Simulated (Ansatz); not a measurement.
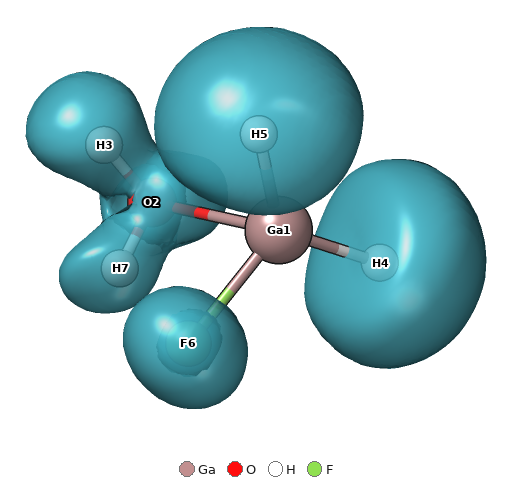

The picture shows: FGaH₄O. Isosurface of the ELF at 0.75 (cyan), seen at a tilt. Only the valence region is drawn (cores and ρ < 0.01 e/Å³ removed).

Method: Ansatz, RKS revPBE/def2-SVP.

Input file:

```
crystal:
  periodic: [false, false, false]
  atoms:
    - { symbol: Ga, position_ang: [0.05387, 0.389292, -0.509169] }
    - { symbol: O, position_ang: [-0.019918, -0.014606, 2.438449] }
    - { symbol: H, position_ang: [-0.959965, -0.126339, 2.677447] }
    - { symbol: H, position_ang: [1.485986, -0.112214, -0.922785] }
    - { symbol: H, position_ang: [-1.397399, -0.140259, -0.829435] }
    - { symbol: F, position_ang: [0.047534, 1.926263, 0.326584] }
    - { symbol: H, position_ang: [0.029492, 0.950863, 2.209209] }
basis:
  gaussian: { orbitals: def2-SVP }
hamiltonian:
  xc: revpbe
relax:
  f_tol: 0.03
  max_steps: 50
output:
  orbitals: {}
```

Command:

```sh
ansatz run input.yaml --threads 1 --pin off --max-ram 2048MiB --backend cpu --events-out ev --progress --plain --runs-dir out
```

The fields are those of the run's last geometry, not of the input's.

What do the ELF domains correspond to?

Answer. The ELF exceeds this value in two regions around hydrogen nuclei, one region wrapped around F (its valence shell) and one joined region spread over several atoms (H, O), in which their bonds and any lone pairs are merged. Profiles from the grid: Ga–F (1.84 Å): the ELF peaks at about 0.85 in the valence shell of F, 0.6 Å from its nucleus, and is about 0.15 at the midpoint. Ga–O (2.21 Å): the ELF peaks at about 0.90 in the valence shell of O, 0.6 Å from its nucleus, and is about 0.20 at the midpoint.
